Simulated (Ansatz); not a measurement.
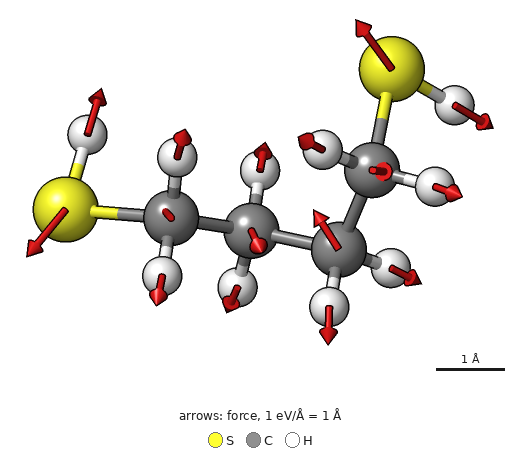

Starting geometry of C4H10S2 (coarse preliminary run) with the computed forces as red arrows. A ball-and-stick model, seen from a free direction.

The start comes from a force field.

Level of theory: RKS PBE-D4/def2-SVP (Ansatz 0.2.0).

Input
```yaml
crystal:
  periodic: [false, false, false]
  atoms:
    - {symbol: S, position_ang: [-1.256880, -2.945520, 0.395760]}
    - {symbol: C, position_ang: [-0.388060, -1.382300, 0.772610]}
    - {symbol: C, position_ang: [0.184580, -0.742780, -0.482200]}
    - {symbol: C, position_ang: [1.061330, 0.472850, -0.179550]}
    - {symbol: C, position_ang: [0.292200, 1.655690, 0.391960]}
    - {symbol: S, position_ang: [-1.044800, 2.237760, -0.711720]}
    - {symbol: H, position_ang: [-2.192220, -2.400680, -0.378900]}
    - {symbol: H, position_ang: [-1.096750, -0.729930, 1.281030]}
    - {symbol: H, position_ang: [0.403830, -1.663440, 1.467060]}
    - {symbol: H, position_ang: [-0.634170, -0.439680, -1.139890]}
    - {symbol: H, position_ang: [0.783740, -1.485930, -1.012730]}
    - {symbol: H, position_ang: [1.839210, 0.195320, 0.536580]}
    - {symbol: H, position_ang: [1.554830, 0.784210, -1.103990]}
    - {symbol: H, position_ang: [0.957790, 2.498990, 0.578540]}
    - {symbol: H, position_ang: [-0.209890, 1.395090, 1.322440]}
    - {symbol: H, position_ang: [-0.254740, 2.550350, -1.737010]}
basis:
  gaussian: {orbitals: def2-SVP}
hamiltonian: {xc: pbe, dispersion: d4}
relax: {f_tol: 0.03, max_steps: 200}
```

Command:
```bash
ansatz run in.yaml --threads 2 --pin off --events-out ev --progress --plain --max-ram 32768MiB --backend cpu
```

Question: What follows when this structure is relaxed?

Answer: It isn't relaxed: the largest force vector, on S6, is 1.03 eV/Å. The final displacements have little in common with the starting forces (cosine between the two patterns 0.15). Over 7 geometry steps the energy falls by 11.5 kJ/mol. Largest force component: 0.85 eV/Å at the start, 0.011 eV/Å at the end. The largest move after the best rigid fit is that of H16, 0.21 Å. Largest moves by element: H 0.21 Å, S 0.17 Å, C 0.07 Å. Among the contacts that change: S1–H7 1.331 → 1.363 Å, C2–H8 1.089 → 1.109 Å, C5–S6 1.829 → 1.839 Å, C2–C3 1.520 → 1.528 Å. Among the angles between lasting bonds that change: S1–C2–C3 111.6° → 114.1°, H8–C2–H9 109.3° → 106.8°, C4–C5–S6 113.0° → 115.3°.
